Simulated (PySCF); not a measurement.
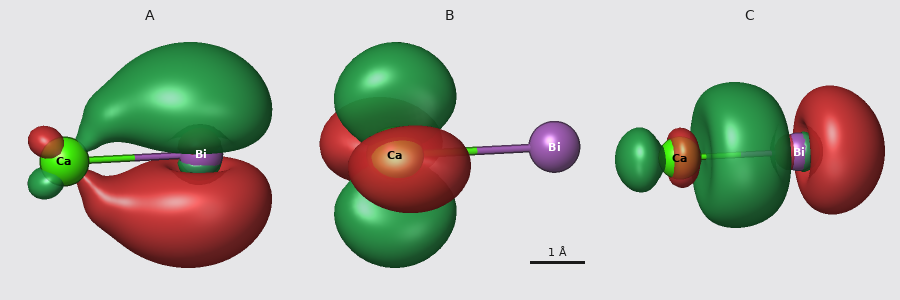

*CaBi (charge +1, triplet). Three frontier α-spin orbitals, each drawn at the value that holds 80 % of its norm (green and red are the two phases), in no order; of a degenerate pair one member is drawn.*

Core potentials replace the inner electrons of Bi.

These are results of PySCF, PBE0/def2-SVPD, non-relativistic Hamiltonian with scalar-relativistic core potentials where named, at a bond length of 3.050 Å, not measurements.

**Label each orbital by symmetry, say whether it is occupied, and order them by energy.**

Orbital C: σ, occupied in this spin, −10.40 eV; shared between the atoms (Ca 30 %, Bi 70 %).
Orbital A: π, occupied in this spin, −9.92 eV; mainly on Bi (85 %).
Orbital B: δ, empty in this spin, −5.65 eV; almost wholly on Ca.
